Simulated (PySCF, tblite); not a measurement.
# C3H14BNSi: geometry, infrared bands and NMR shifts

Wanted: the infrared bands and NMR shifts of C3H14BNSi (`[BH3-][N@H+](C)C[SiH2]C`), by calculation.

Programs: tblite 0.8.0 and PySCF 2.14.0, with density-fitted response routines of our own. Each step states its level of theory. These are calculated values for one molecule in the gas phase, unless marked as measured. Atoms count from 0, in the outputs and in this text.

### Step 1. Starting geometry

20 atoms, charge 0, multiplicity 1; geometry from: force field or distance geometry start.

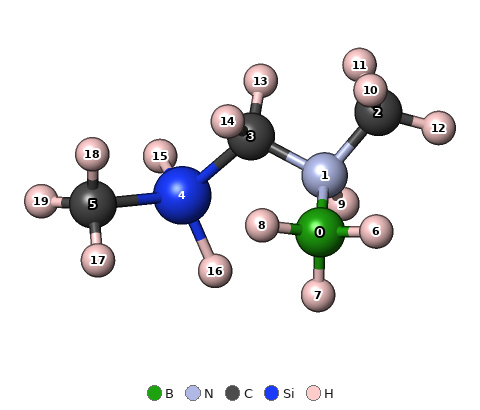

The starting geometry (boron green, nitrogen light blue, carbon dark grey, silicon blue, hydrogen pink), atoms numbered; sticks join atoms by distance.

### Step 2. Optimising the geometry with GFN2-xTB

What the job is given:

```
{"job": {"kind": "relax", "xc": "GFN2-xTB", "basis": "xTB"}, "charge": 0, "multiplicity": 1}
B     -1.116500     1.404100    -0.474400
N     -1.177300    -0.073900    -0.210700
C     -2.279900    -0.477000     0.659100
C      0.009800    -0.561200     0.494800
Si     1.457700    -0.810300    -0.619100
C      2.859000     0.230500     0.054900
H     -2.168700     1.965800    -0.297000
H     -0.860900     1.554700    -1.625400
H     -0.231100     1.925500     0.128500
H     -1.292500    -0.577000    -1.114300
H     -2.339100     0.215600     1.511200
H     -1.983200    -1.466500     1.078900
H     -3.236200    -0.580300     0.112300
H     -0.215600    -1.539900     1.006000
H      0.230500     0.198100     1.293100
H      1.904400    -2.198000    -0.573200
H      1.127700    -0.449800    -2.003100
H      2.839600     1.171700    -0.524800
H      2.649900     0.392600     1.144400
H      3.817200    -0.314000    -0.044400
```

On the command line:

```bash
> OMP_NUM_THREADS=1 python probes_run.py task.json out
```

This one command runs all jobs of the session in turn.

Standard output:

```text
step      E/eV     max force
  0    -528.10546    2.827
  1    -528.38687    1.114
  2    -528.50852    0.920
  3    -528.58099    0.846
  4    -528.63929    0.557
  5    -528.67160    0.458
  6    -528.69392    0.352
  7    -528.71510    0.423
  8    -528.73486    0.473
  9    -528.75216    0.298
 10    -528.76362    0.216
 11    -528.77108    0.199
 12    -528.77834    0.269
 13    -528.78577    0.227
 14    -528.79236    0.181
 15    -528.79784    0.183
 16    -528.80260    0.185
 17    -528.80757    0.191
 18    -528.81315    0.150
 19    -528.81871    0.157
 20    -528.82339    0.159
 21    -528.82704    0.129
 22    -528.83056    0.146
 23    -528.83475    0.188
 24    -528.83995    0.189
 25    -528.84562    0.208
 26    -528.85014    0.140
 27    -528.85296    0.109
 28    -528.85489    0.100
 29    -528.85703    0.135
 30    -528.86005    0.161
 31    -528.86382    0.174
 32    -528.86748    0.131
 33    -528.87037    0.122
 34    -528.87261    0.099
 35    -528.87471    0.122
 36    -528.87677    0.119
 37    -528.87867    0.087
 38    -528.88068    0.103
 39    -528.88318    0.158
 40    -528.88621    0.134
 41    -528.89025    0.165
 42    -528.89503    0.149
 43    -528.90071    0.172
 44    -528.90576    0.194
 45    -528.91325    0.204
 46    -528.91931    0.261
 47    -528.92595    0.230
 48    -528.93219    0.222
 49    -528.94015    0.176
 50    -528.94532    0.156
 51    -528.95112    0.175
 52    -528.95494    0.164
 53    -528.95893    0.191
 54    -528.96314    0.145
 55    -528.96756    0.108
 56    -528.96949    0.113
 57    -528.97336    0.120
 58    -528.97622    0.115
 59    -528.97858    0.105
 60    -528.98013    0.106
 61    -528.98158    0.095
 62    -528.98323    0.107
 63    -528.98473    0.073
 64    -528.98581    0.044
 65    -528.98619    0.045
 66    -528.98708    0.059
 67    -528.98779    0.066
 68    -528.98847    0.054
 69    -528.98897    0.052
 70    -528.98957    0.055
 71    -528.99043    0.088
 72    -528.99166    0.103
 73    -528.99292    0.075
 74    -528.99391    0.064
 75    -528.99470    0.060
 76    -528.99560    0.071
 77    -528.99672    0.082
 78    -528.99778    0.083
 79    -528.99857    0.073
 80    -528.99930    0.066
 81    -529.00032    0.070
 82    -529.00177    0.091
 83    -529.00329    0.082
 84    -529.00437    0.069
 85    -529.00502    0.057
 86    -529.00553    0.058
 87    -529.00615    0.067
 88    -529.00685    0.062
 89    -529.00743    0.050
 90    -529.00785    0.052
 91    -529.00819    0.046
 92    -529.00853    0.046
 93    -529.00893    0.042
 94    -529.00923    0.040
 95    -529.00962    0.041
 96    -529.01004    0.045
 97    -529.01048    0.044
 98    -529.01084    0.035
 99    -529.01113    0.038
100    -529.01141    0.037
101    -529.01176    0.040
102    -529.01217    0.050
103    -529.01253    0.050
104    -529.01278    0.037
105    -529.01297    0.029
106    -529.01317    0.034
107    -529.01339    0.031
108    -529.01356    0.033
109    -529.01367    0.026
110    -529.01373    0.015
111    -529.01379    0.017
112    -529.01385    0.017
113    -529.01392    0.025
114    -529.01401    0.024
115    -529.01413    0.022
116    -529.01427    0.020
117    -529.01438    0.020
118    -529.01445    0.016
119    -529.01451    0.018
120    -529.01458    0.019
121    -529.01467    0.023
122    -529.01475    0.022
123    -529.01481    0.017
124    -529.01485    0.013
125    -529.01488    0.011
126    -529.01491    0.015
127    -529.01495    0.015
128    -529.01499    0.016
129    -529.01504    0.015
130    -529.01509    0.016
131    -529.01514    0.016
132    -529.01521    0.025
133    -529.01529    0.032
134    -529.01539    0.029
135    -529.01547    0.016
136    -529.01553    0.016
137    -529.01558    0.014
138    -529.01562    0.018
139    -529.01565    0.016
140    -529.01568    0.015
141    -529.01570    0.013
142    -529.01572    0.011
143    -529.01574    0.011
144    -529.01577    0.011
145    -529.01581    0.014
146    -529.01584    0.013
147    -529.01587    0.011
148    -529.01588    0.011
149    -529.01590    0.010
150    -529.01592    0.010
```

Run time: 1.7 s. Hardware: 1 thread of Arm Neoverse N1, shared host.

Along the way: (not every step is listed)

| step | energy from step 0 (eV) | largest force (eV/Å) |
| --- | --- | --- |
| 0 | 0.0000 | 2.8271 |
| 1 | -0.2814 | 1.1139 |
| 2 | -0.4031 | 0.9197 |
| 3 | -0.4755 | 0.8459 |
| 4 | -0.5338 | 0.5569 |
| 5 | -0.5661 | 0.4583 |
| 6 | -0.5885 | 0.3523 |
| 7 | -0.6096 | 0.4234 |
| 8 | -0.6294 | 0.4731 |
| 21 | -0.7216 | 0.1286 |
| 34 | -0.7672 | 0.0988 |
| 47 | -0.8205 | 0.2296 |
| 60 | -0.8747 | 0.1063 |
| 73 | -0.8875 | 0.0748 |
| 86 | -0.9001 | 0.0581 |
| 99 | -0.9057 | 0.0378 |
| 112 | -0.9084 | 0.0175 |
| 125 | -0.9094 | 0.0108 |
| 138 | -0.9102 | 0.0176 |
| 145 | -0.9103 | 0.0136 |
| 146 | -0.9104 | 0.0132 |
| 147 | -0.9104 | 0.0106 |
| 148 | -0.9104 | 0.0112 |
| 149 | -0.9104 | 0.0102 |
| 150 | -0.9105 | 0.0097 |

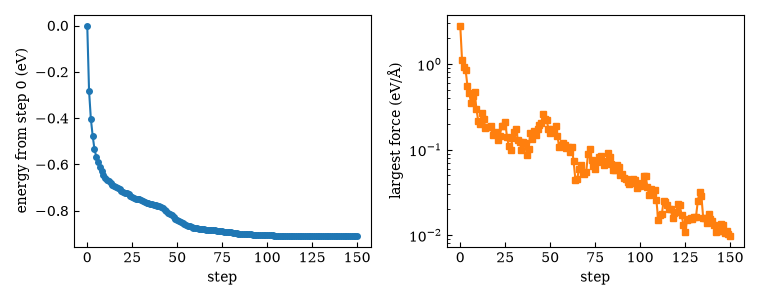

Energy and largest force along the relaxation.

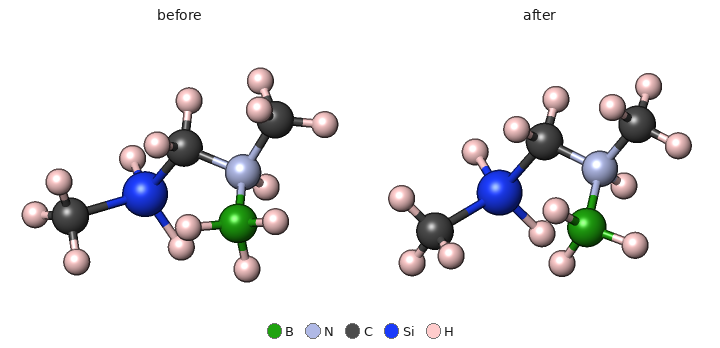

Before and after, at one scale.

Distances of close pairs at the start and the end, largest changes first:

| bond | before (Å) | after (Å) | change (Å) |
| --- | --- | --- | --- |
| B0–N1 | 1.503 | 1.634 | +0.131 |
| C3–Si4 | 1.844 | 1.922 | +0.078 |
| C5–H18 | 1.121 | 1.088 | -0.034 |
| C3–H14 | 1.124 | 1.091 | -0.033 |
| C3–H13 | 1.127 | 1.097 | -0.030 |
| N1–H9 | 1.041 | 1.016 | -0.024 |
| C2–H11 | 1.115 | 1.094 | -0.021 |
| C5–H19 | 1.107 | 1.086 | -0.021 |

The next job starts from the end point, and lists it.

### Step 3. Vibrational analysis with GFN2-xTB

What the job is given:

```
{"job": {"kind": "ir", "xc": "GFN2-xTB", "basis": "xTB"}, "charge": 0, "multiplicity": 1}
B     -0.902953     1.404487    -0.441091
N     -1.177165    -0.169715    -0.100517
C     -2.394962    -0.338066     0.684456
C     -0.034498    -0.816453     0.544129
Si     1.536140    -0.926288    -0.557537
C      2.764295     0.451648    -0.148389
H     -1.900130     1.814306    -0.953470
H      0.021935     1.417270    -1.200743
H     -0.657975     1.945993     0.592617
H     -1.319410    -0.594917    -1.012685
H     -2.263372     0.156933     1.645338
H     -2.621809    -1.395146     0.853318
H     -3.229209     0.133922     0.170501
H     -0.326649    -1.825104     0.860923
H      0.185162    -0.250107     1.450219
H      2.145685    -2.231471    -0.238876
H      1.114249    -0.972966    -1.960727
H      2.291474     1.426008    -0.222587
H      3.153819     0.344729     0.861313
H      3.610226     0.435615    -0.829228
```

Standard output:

```text
mode    cm-1     km/mol
  1      74.8      6.25
  2      85.6      5.51
  3     118.9      0.14
  4     178.5     16.73
  5     203.4      5.60
  6     224.5      2.66
  7     245.1      1.15
  8     336.3     12.80
  9     344.4     14.41
 10     386.0      0.09
 11     462.9     46.67
 12     580.1     12.64
 13     631.6     26.03
 14     687.4    133.71
 15     725.1     42.57
 16     763.2      2.07
 17     791.1     74.92
 18     828.4    229.03
 19     835.1     93.98
 20     851.2    251.91
 21     882.1     23.55
 22     902.9     29.43
 23     997.8     12.80
 24    1061.0     52.93
 25    1108.2     46.08
 26    1117.7     24.89
 27    1162.6    175.91
 28    1176.4     28.46
 29    1256.8     51.29
 30    1257.9     25.57
 31    1269.5     36.84
 32    1308.8      5.90
 33    1365.7     13.51
 34    1372.0     16.68
 35    1414.7      1.15
 36    1470.9      2.52
 37    1471.5      4.11
 38    1476.4      0.30
 39    1478.1      5.13
 40    1488.2      9.95
 41    2170.5    413.20
 42    2242.4    247.72
 43    2394.1    373.46
 44    2429.3    303.67
 45    2454.1    123.80
 46    2909.2     65.60
 47    2954.7     58.80
 48    2991.6     21.62
 49    3024.2     22.13
 50    3031.8     12.65
 51    3042.8     19.89
 52    3043.6     18.41
 53    3051.5     11.64
 54    3344.0      1.10
```

Wall time 1.1 s (1 thread of Arm Neoverse N1, shared host).

Which atoms move in the most intense modes:

| cm⁻¹ | km/mol | atoms |
| --- | --- | --- |
| 687 | 133.7 | H15 48 %, H16 14 %, H19 10 % |
| 828 | 229.0 | Si4 16 %, H15 14 %, H13 13 %, C3 11 % |
| 851 | 251.9 | H19 32 %, H17 18 %, C5 13 %, Si4 11 % |
| 1163 | 175.9 | H8 25 %, H7 24 %, H6 18 %, N1 10 % |
| 2170 | 413.2 | H15 95 % |
| 2242 | 247.7 | H16 95 % |
| 2394 | 373.5 | H7 81 % |
| 2429 | 303.7 | H6 56 %, H8 33 % |

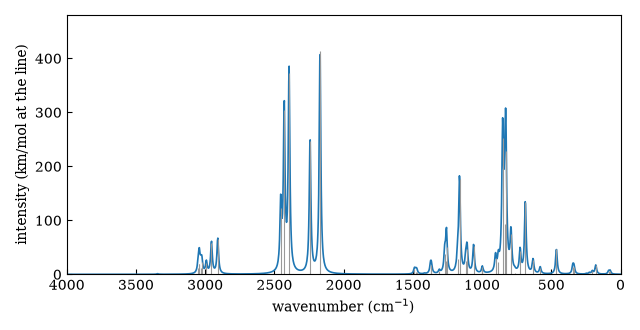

The infrared spectrum from these modes, unscaled. Lines are broadened to a width of 14 cm⁻¹ (Lorentzian).

### Step 4. NMR shieldings: PBE0/pcSseg-1

Same as in step 3 but for these lines:

```diff
@@ -1,2 +1,2 @@
-{"job": {"kind": "ir", "xc": "GFN2-xTB", "basis": "xTB"}, "charge": 0, "multiplicity": 1}
+{"job": {"kind": "nmr", "xc": "PBE0", "basis": "pcSseg-1"}, "charge": 0, "multiplicity": 1}
 B     -0.902953     1.404487    -0.441091
```

With the program's defaults for keys left out, this is: GIAO PBE0/pcSseg-1 NMR shielding, non-relativistic, gas phase.

Standard output:

```text
coarse grid: 15712 points
cycle   1  E = -491.3209938245  dE =  2.476e-01  |g| = 4.836e-01  |ddm| = 3.622e+00
cycle   2  E = -491.3261645001  dE = -5.171e-03  |g| = 4.860e-01  |ddm| = 9.774e-01
cycle   3  E = -491.3900961074  dE = -6.393e-02  |g| = 5.017e-02  |ddm| = 4.642e-01
cycle   4  E = -491.3906080310  dE = -5.119e-04  |g| = 2.203e-02  |ddm| = 6.267e-02
cycle   5  E = -491.3907302238  dE = -1.222e-04  |g| = 4.975e-03  |ddm| = 2.261e-02
cycle   6  E = -491.3907354554  dE = -5.232e-06  |g| = 2.014e-03  |ddm| = 5.986e-03
final grid: 142960 points
cycle   7  E = -491.4222019701  dE = -4.393e-05  |g| = 9.999e-03  |ddm| = 2.885e-02
cycle   8  E = -491.4221909109  dE =  1.106e-05  |g| = 1.211e-02  |ddm| = 1.850e-02
cycle   9  E = -491.4222276085  dE = -3.670e-05  |g| = 1.074e-03  |ddm| = 1.025e-02
cycle  10  E = -491.4222278389  dE = -2.304e-07  |g| = 2.348e-04  |ddm| = 7.676e-04
cycle  11  E = -491.4222278494  dE = -1.045e-08  |g| = 5.645e-05  |ddm| = 1.982e-04
cycle  12  E = -491.4222278502  dE = -7.835e-10  |g| = 1.504e-05  |ddm| = 6.996e-05
converged SCF energy = -491.4222278502

GIAO shielding tensors (ppm)
atom      isotropic    diamagn.    paramagn.     s11        s22        s33       span
  0 B      120.262     193.831     -73.569    101.034    108.136    151.617     50.583
  1 N      209.324     320.694    -111.370    184.648    214.805    228.521     43.873
  2 C      137.874     245.464    -107.590    103.286    124.058    186.279     82.993
  3 C      142.447     255.007    -112.560    114.905    127.910    184.527     69.623
  4 Si     391.227     880.810    -489.584    351.251    392.482    429.947     78.695
  5 C      191.918     253.402     -61.484    187.801    190.485    197.470      9.669
  6 H       29.814      32.664      -2.850     26.597     28.120     34.727      8.130
  7 H       29.652      33.830      -4.178     25.684     29.455     33.817      8.133
  8 H       30.057      33.367      -3.310     26.988     28.912     34.269      7.282
  9 H       29.232      34.889      -5.658     23.261     26.446     37.989     14.728
 10 H       29.121      29.617      -0.496     26.123     27.015     34.224      8.101
 11 H       29.417      29.056       0.361     25.119     26.993     36.139     11.020
 12 H       28.731      28.572       0.159     24.087     26.595     35.512     11.424
 13 H       29.540      33.390      -3.850     24.099     29.398     35.123     11.023
 14 H       29.506      34.628      -5.122     26.446     29.208     32.865      6.419
 15 H       27.533      29.524      -1.992     23.634     26.015     32.949      9.314
 16 H       27.539      30.533      -2.994     24.252     26.342     32.021      7.769
 17 H       30.494      31.946      -1.451     25.172     29.657     36.654     11.482
 18 H       31.479      30.233       1.246     27.193     28.750     38.493     11.301
 19 H       31.494      28.142       3.352     26.727     27.936     39.818     13.091
```

It took 50 s on 1 thread of Arm Neoverse N1, shared host; peak memory 0.82 GiB.

Shifts follow as δ = σ(reference) − σ, with reference shieldings (ppm) from runs at the same level and on the same kind of geometry: ¹H TMS 31.72, ¹³C TMS 186.9, ²⁹Si TMS 349.2, ¹⁵N NH3 267.7, ¹¹B BF3·OEt2 100.1. The references are single molecules in the gas phase, so shifts against H2O, NH3, PH3, H3PO4 or CFCl3 are not on the usual liquid scales and can be off by tens of ppm. Atoms listed in one row are averaged.

| atoms | environment | σ (ppm) | δ (ppm) | δ scaled to CDCl3 |
| --- | --- | --- | --- | --- |
| C2 | methyl carbon bonded to N | 137.9 | 49.1 | 46.0 |
| C3 | sp3 CH2 bonded to N and Si | 142.4 | 44.5 | 41.5 |
| C5 | methyl carbon bonded to Si | 191.9 | -5.0 | -6.8 |
| H15 | hydrogen on a silicon bonded to 2 C | 27.53 | 4.18 | – |
| H16 | hydrogen on a silicon bonded to 2 C | 27.54 | 4.18 | – |
| H10, H11, H12 | hydrogen on a methyl carbon bonded to N | 29.09 | 2.63 | 2.58 |
| H9 | hydrogen on a donor nitrogen of a Lewis adduct | 29.23 | 2.49 | – |
| H14 | hydrogen on an sp3 CH2 bonded to N and Si | 29.51 | 2.21 | 2.19 |
| H13 | hydrogen on an sp3 CH2 bonded to N and Si | 29.54 | 2.18 | 2.16 |
| H6, H7, H8 | hydrogen on a boron bonded to N | 29.84 | 1.88 | – |
| H17, H18, H19 | hydrogen on a methyl carbon bonded to Si | 31.16 | 0.56 | 0.63 |
| B0 | boron bonded to N, 3 H | 120.3 | -20.2 | – |
| N1 | donor nitrogen of a Lewis adduct | 209.3 | 58.4 | – |
| Si4 | silicon bonded to 2 C, 2 H | 391.2 | -42.1 | – |

The scaled column applies a straight-line fit of computed shieldings to shifts measured in CDCl3 (root-mean-square error 0.16 ppm for H, 1.9 ppm for C).

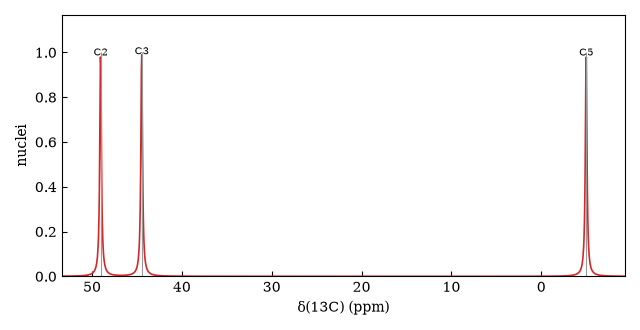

¹³C lines at the computed shifts, without couplings. Lines are broadened to a width of 0.22 ppm (Lorentzian).

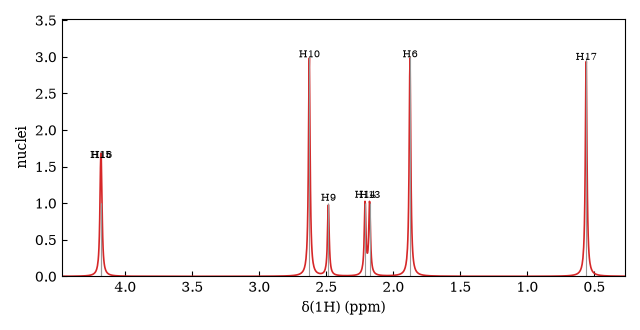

¹H lines at the computed shifts, without couplings. Lines are broadened to a width of 0.01 ppm (Lorentzian).

Charges from the same density, by scheme (e):

| atoms | Mulliken | IAO | Hirshfeld | ESP fit |
| --- | --- | --- | --- | --- |
| B0 | -0.13 | -0.40 | -0.10 | -0.13 |
| N1 | -0.50 | -0.13 | 0.00 | 0.11 |
| C2 | -0.10 | -0.31 | -0.04 | -0.42 |
| C3 | -0.34 | -0.43 | -0.09 | -0.46 |
| Si4 | 0.60 | 0.77 | 0.36 | 0.69 |
| C5 | -0.62 | -0.71 | -0.21 | -0.61 |

ESP fit charges:

B0 -0.13; N1 0.11; C2 -0.42; C3 -0.46; Si4 0.69; C5 -0.61; H6 -0.13; H7 -0.11; H8 -0.10; H9 0.26; H10 0.17; H11 0.14; H12 0.17; H13 0.13; H14 0.18; H15 -0.18; H16 -0.16; H17 0.16; H18 0.15; H19 0.15

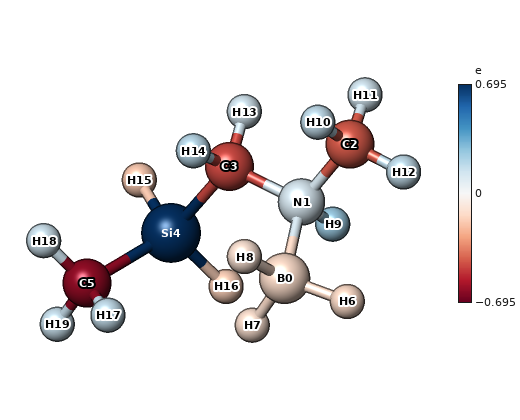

ESP fit charges, as colours on the atoms.

Mayer bond orders: B0–N1 0.61, N1–C2 0.93, N1–C3 0.91, C3–Si4 0.84, Si4–C5 0.98.

### Step 5. What came out

| quantity | value |
| --- | --- |
| strongest single infrared mode (GFN2-xTB) | 2170 cm⁻¹, 413 km/mol |
| zero-point energy (GFN2-xTB) | 105.0 kcal/mol |
| ¹³C shifts against TMS (PBE0/pcSseg-1) | 49.1, 44.5, -5.0 ppm |
| ¹H shifts against TMS (PBE0/pcSseg-1, means over atoms taken as alike) | 4.18, 4.18, 2.63, 2.49, 2.21, 2.18, 1.88, 0.56 ppm |
| ¹¹B shifts against BF3·OEt2 (PBE0/pcSseg-1) | -20.2 ppm |
| ¹⁵N shifts against NH3 (PBE0/pcSseg-1) | 58.4 ppm |
| ²⁹Si shifts against TMS (PBE0/pcSseg-1) | -42.1 ppm |

In words: The optimisation took 150 steps and gained 0.910 eV; among the close pairs (by a distance rule), B0–N1 changed most, from 1.503 to 1.634 Å. All 54 modes are real, so the xTB geometry is a minimum. The strongest single mode, at 2170 cm⁻¹, moves mainly H15. GFN2-xTB is a fitted tight-binding method: band positions and strengths are rough. Its intensities can rank the bands wrongly. The most deshielded carbon is C2 (methyl carbon bonded to N), at 49.1 ppm: pulled downfield by the heteroatom.
